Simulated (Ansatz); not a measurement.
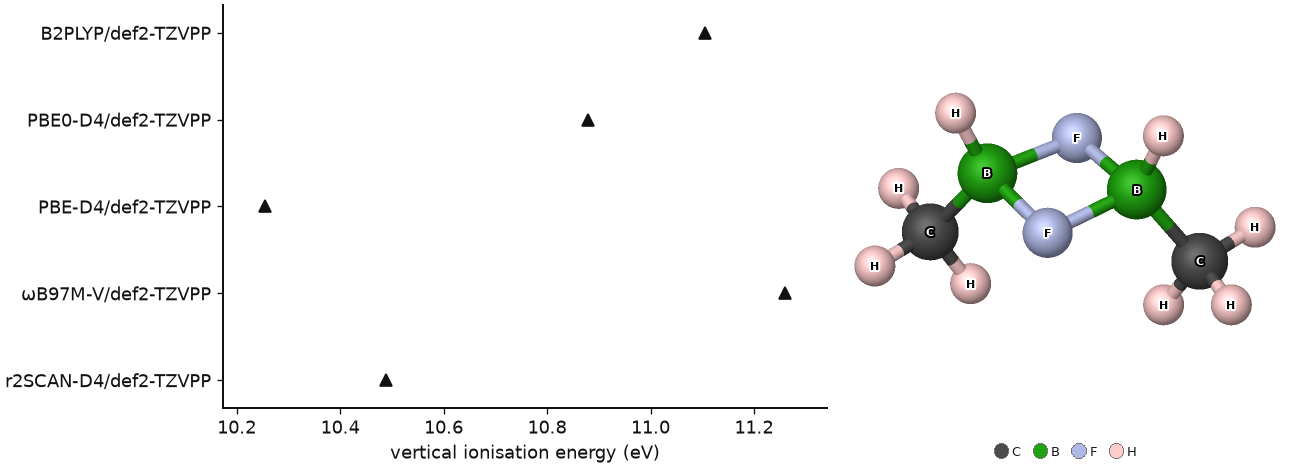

Vertical ionisation energy of C₂H₈B₂F₂, SMILES C[B@H-]1[F+][B@@H-](C)[F+]1, taken as the energy of the cation less that of the neutral at fixed geometry (unrestricted doublet cation, cores frozen in correlated methods, no spin-orbit coupling), the Ansatz code, at a PBE0-D4/def2-TZVP geometry (a minimum by its frequencies).

> What range do the values span?

From 10.25 eV (PBE-D4/def2-TZVPP) to 11.26 eV (ωB97M-V/def2-TZVPP).

> Give the values.

```csv
level,eV
B2PLYP/def2-TZVPP,11.11
PBE0-D4/def2-TZVPP,10.88
PBE-D4/def2-TZVPP,10.25
ωB97M-V/def2-TZVPP,11.26
r2SCAN-D4/def2-TZVPP,10.49
```
